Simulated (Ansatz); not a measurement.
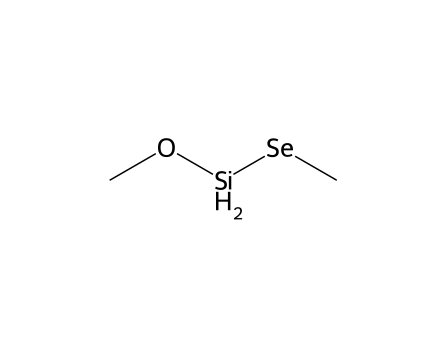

The geometry was computed by an optimisation with PBE0-D4/def2-TZVP. No frequency run is at hand to confirm it as a minimum. Program: Ansatz 0.2.0.

Compare dipole (D), HOMO–LUMO gap (eV), HOMO energy (eV) at these levels: B3LYP-D4/def2-TZVPP; PBE-D4/def2-TZVPP; r2SCAN-D4/def2-TZVPP; ωB97M-V/def2-TZVPP.

```
               level  dipole (D)  HOMO–LUMO gap (eV)  HOMO energy (eV)
 B3LYP-D4/def2-TZVPP        1.81                5.75             −6.27
   PBE-D4/def2-TZVPP        1.67                4.19             −5.37
r2SCAN-D4/def2-TZVPP        1.81                4.74             −5.63
  ωB97M-V/def2-TZVPP        1.84               10.12             −8.67
```
